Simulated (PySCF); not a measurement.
C$_{6}$H$_{11}$B

Input

```
{"job": {"kind": "nmr", "xc": "PBE0", "basis": "pcSseg-1"}, "charge": 0, "multiplicity": 1}
B      2.543710     1.188470    -0.489232
C      1.687621     0.254217     0.359620
C      1.409501    -1.176896    -0.078118
C      0.362133    -0.169244    -0.322669
C     -0.891053    -0.134413     0.483407
C     -2.212623    -0.392455    -0.183776
C     -1.872093     0.985677     0.299000
H      2.699626     0.936623    -1.666539
H      3.038008     2.196413    -0.036257
H      1.577156     0.440312     1.432780
H      1.237268    -1.897879     0.725769
H      1.978728    -1.567596    -0.925196
H      0.235691     0.166483    -1.357782
H     -0.777690    -0.519753     1.502688
H     -2.206252    -0.575119    -1.262192
H     -2.965323    -0.967759     0.361518
H     -2.389348     1.372633     1.180623
H     -1.631426     1.746710    -0.449068
```

Run with:

```sh
OMP_NUM_THREADS=1 python probes_run.py task.json out
```

Geometry: PBE0-D3(BJ)/def2-SVP.

Level of theory: PySCF 2.14.0, PBE0/pcSseg-1, SCF density, gas phase, non-relativistic.

**Predict the electron density and electron localisation function between the atoms.**

C–C (1.49 Å): ρ at the midpoint is about 1.7 e/Å³; the ELF peaks at about 0.95 between the atoms: a shared electron pair.
C–H (1.09 Å): ρ is about 2 e/Å³ halfway; the ELF climbs to about 1 towards the hydrogen, as it does in any bond to H; an ordinary covalent bond to hydrogen.
C–C (1.55 Å): the density is about 1.4 e/Å³ at the midpoint; the ELF peaks at about 0.85 between the atoms; localised, covalent bonding.

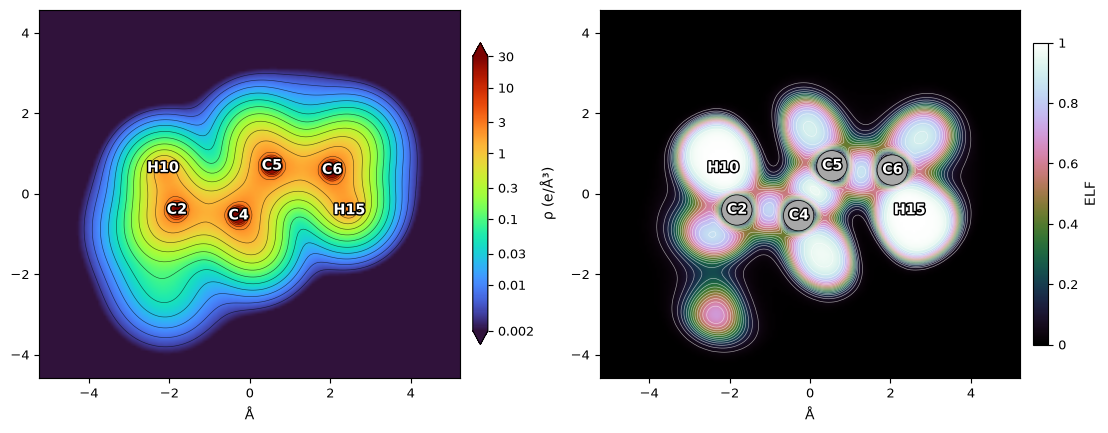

Computed electron density and electron localisation function on the plane of atoms C4, C5 and C6, in this order. Grey discs cover the atomic cores in the ELF map. 
